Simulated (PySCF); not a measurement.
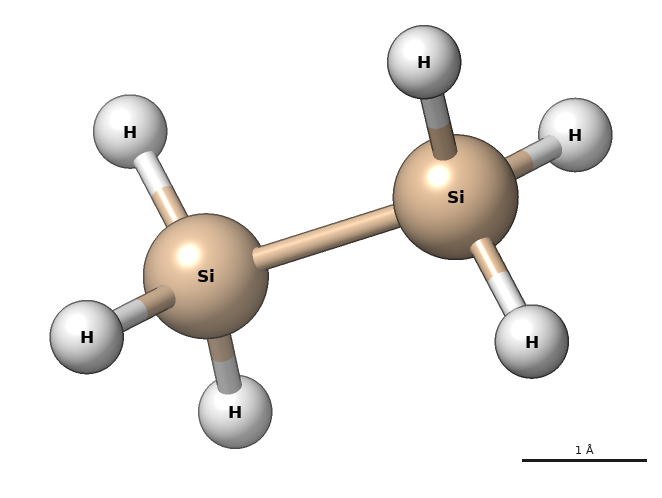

Rendered structure (ball-and-stick style). Every bond is drawn as one stick, whatever its order.

What does the picture show?

The molecule is Si₂H₆. SMILES: `[SiH3][SiH3]`. It has no ring. Among its groups: Si–H bond. This geometry has D3d symmetry. Coordination: 2 Si tetrahedral.

The parts below concern this one geometry. Atoms keep their numbers from picture to picture. The geometry was computed by an optimisation with PBE0-D3(BJ)/def2-SVP. No frequency run is at hand to confirm it as a minimum.

### Shape

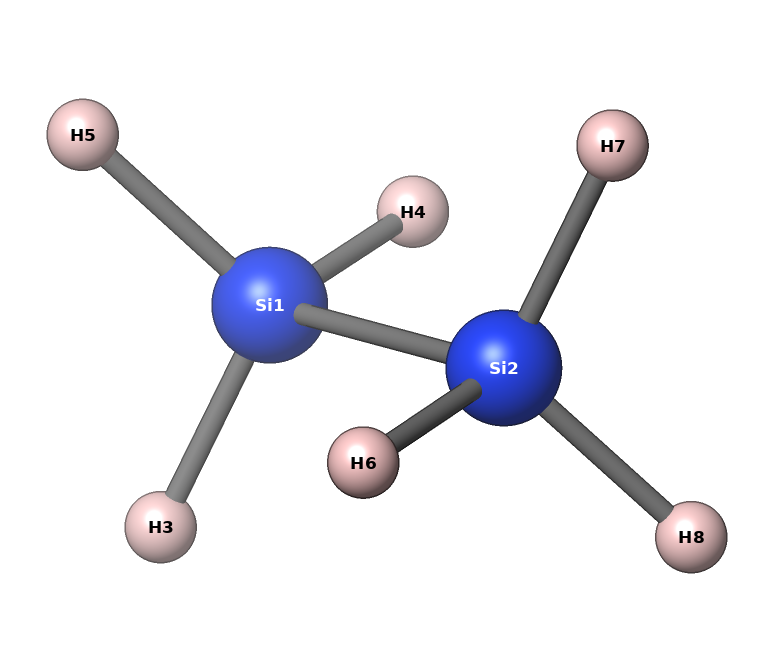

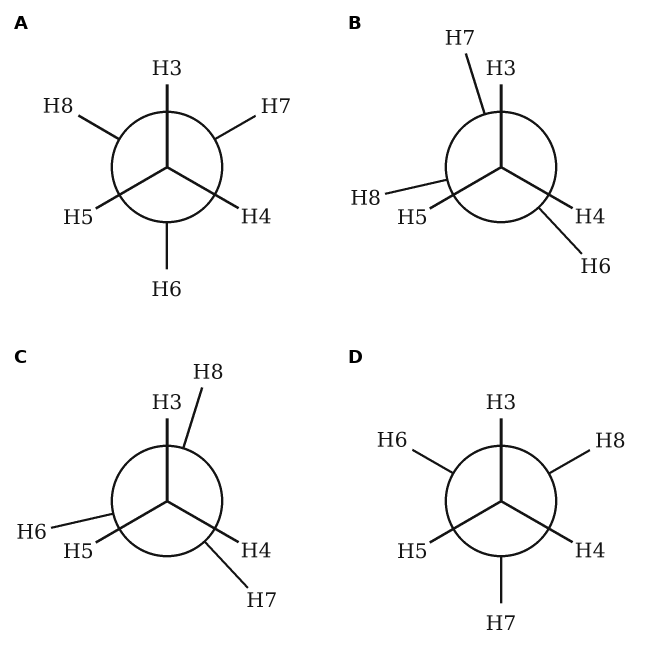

Depth is shown by fading: the farther an atom, the more it takes the colour of the background. Bonds that would overlap in a projection are set slightly apart. No frequency run is at hand to confirm it as a minimum.

Question: Which Newman projection shows the view along Si1–Si2, with Si1 in front?

Answer: D. The torsion angle H3–Si1–Si2–H6 is −60°, synclinal (gauche).

### Levels of theory compared

No frequency run is at hand to confirm it as a minimum. Program: PySCF 2.14.0.

At this fixed geometry, give HOMO energy (eV) at these levels: B97-2/pcSseg-2; BHandHLYP/pcSseg-2; CAM-B3LYP/pcSseg-2; LC-wPBE/pcSseg-2; PBE0/6-31G; PBE0/STO-3G; PBE0/pcSseg-2; WP04/pcSseg-2; mPW1PW91/pcSseg-2; ωB97X-D/pcSseg-2.

```json
{"level": "B97-2/pcSseg-2", "HOMO energy (eV)": "−8.17"}
{"level": "BHandHLYP/pcSseg-2", "HOMO energy (eV)": "−9.41"}
{"level": "CAM-B3LYP/pcSseg-2", "HOMO energy (eV)": "−9.67"}
{"level": "LC-wPBE/pcSseg-2", "HOMO energy (eV)": "−11.01"}
{"level": "PBE0/6-31G", "HOMO energy (eV)": "−8.48"}
{"level": "PBE0/STO-3G", "HOMO energy (eV)": "−6.18"}
{"level": "PBE0/pcSseg-2", "HOMO energy (eV)": "−8.40"}
{"level": "WP04/pcSseg-2", "HOMO energy (eV)": "−9.47"}
{"level": "mPW1PW91/pcSseg-2", "HOMO energy (eV)": "−8.43"}
{"level": "ωB97X-D/pcSseg-2", "HOMO energy (eV)": "−10.21"}
```

### NMR shielding

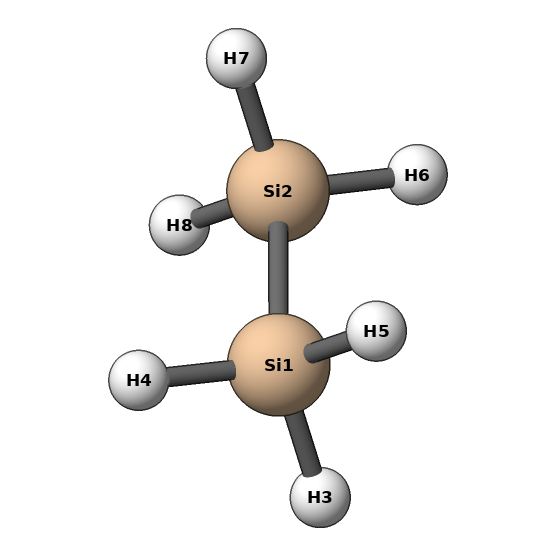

No frequency run is at hand to confirm it as a minimum. Properties computed with GIAO PBE0/pcSseg-2 NMR shielding, non-relativistic, gas phase (PySCF 2.14.0). Principal shieldings σ11 ≤ σ22 ≤ σ33, span Ω = σ33 − σ11, skew κ = 3(σiso − σ22)/Ω.

Give the shielding tensors of the Si atoms.

```tsv
atom	σ11	σ22	σ33	σiso	Ω	κ
Si1, Si2	450.4	451.3	454.4	452.1	4.0	0.54
```

Shieldings and span in ppm.

### Bond orders

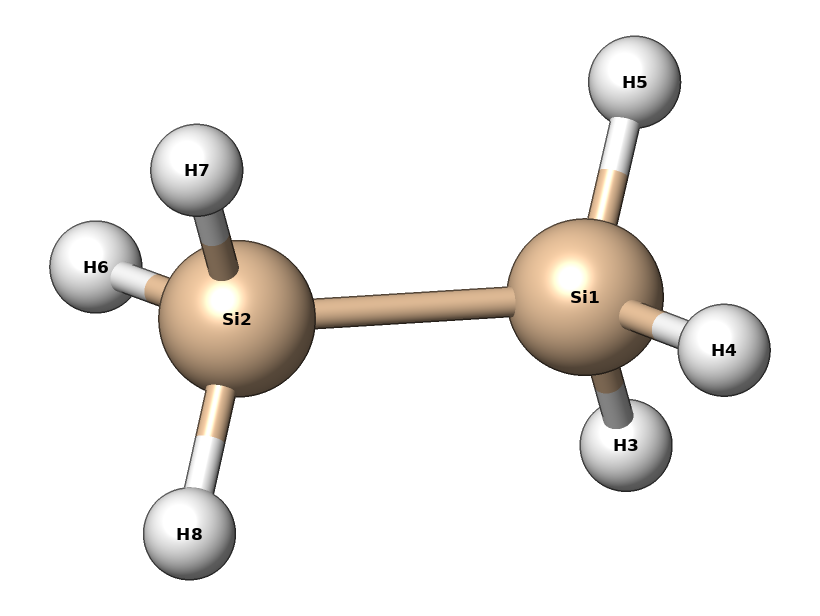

Every bond is drawn as one stick. No frequency run is at hand to confirm it as a minimum. Computed with PBE0/6-31G (PySCF 2.14.0).

List the Mayer bond orders of Si1–Si2, Si1–H3 (one bond of each equivalent set).

| bond | Mayer order | length (Å) |
| --- | --- | --- |
| Si1–Si2 | 0.89 | 2.345 |
| Si1–H3 | 0.93 | 1.495 |
